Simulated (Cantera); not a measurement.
Input: 1 mol HBr, 1.2 mol H2, 1.3 mol N2, held at 0.690 bar.

Method: chemical equilibrium by Gibbs-energy minimisation in Cantera with the NASA 1993 tables (ideal gas, pure condensed phases). Candidate condensed phases: Br2; 23 gas species. Ions and electrons are included (thermal ionisation). Kinetics and transport are ignored.

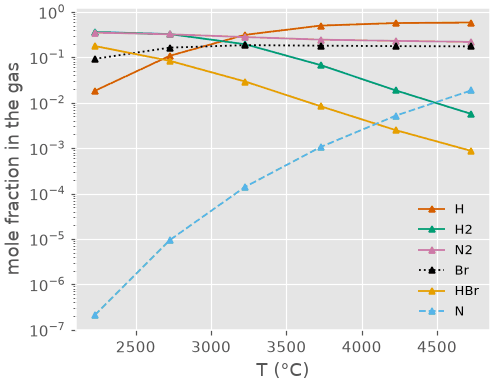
Equilibrium gas composition (values under 1e-9 drawn at 1e-9)

From 2227 °C to 4727 °C nothing is condensed.
